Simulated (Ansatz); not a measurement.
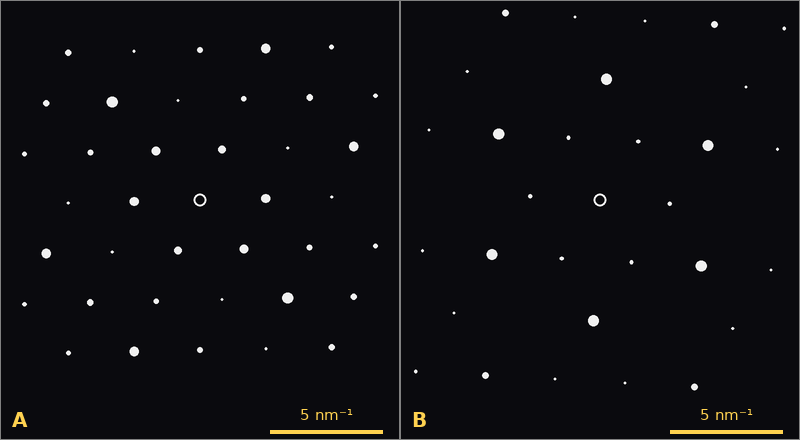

Kinematic electron diffraction patterns (120 kV, B = 0.5 Å², same scale, each along a low-index zone) of two structures of composition Al2Cl3, each relaxed at zero pressure with DFT PBE, scalar-relativistic, plane waves, PAW (Ansatz).

The structures (standard cells):
1. R-3c (No. 167), a = 6.367 Å, c = 28.261 Å (hexagonal axes), 30 atoms; generated start, possibly hypothetical
2. P-3m1 (No. 164), a = 4.657 Å, c = 6.167 Å (hexagonal axes), 5 atoms; generated start, possibly hypothetical

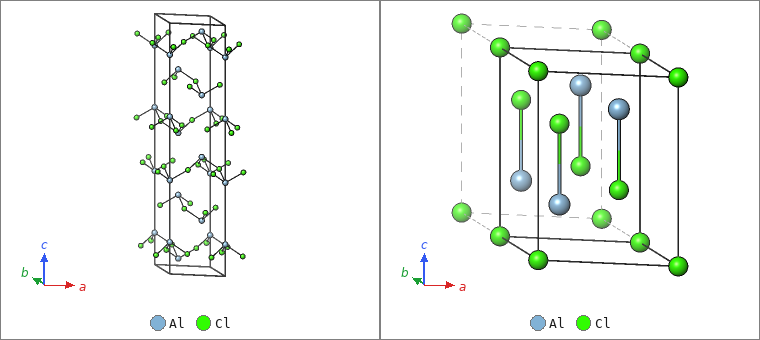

Drawings of the structures 1 to 2, from left to right (each may span several cells).

### Which pattern belongs to which structure, and along which zone?

A is structure 2 along [101] or an equivalent direction: centred rectangular net of 0 1 0 at d = 4.03 Å and 1 0 -1 at d = 3.38 Å, 65.3° apart. B is structure 1 along [001]: hexagonal net of 2 -1 0 (weak) at d = 3.18 Å and 1 1 0 (weak) at d = 3.18 Å, 60.0° apart (some points of this net are extinct or too weak to see).

### Rank the structures by their computed energy.

Structure 1 (R-3c, 33.08 Å³ an atom) is the lowest of these; structure 2 (P-3m1, 23.16 Å³ an atom) lies about 160 meV an atom higher. These are static energies at 0 K; other structures, not shown, may lie lower still.
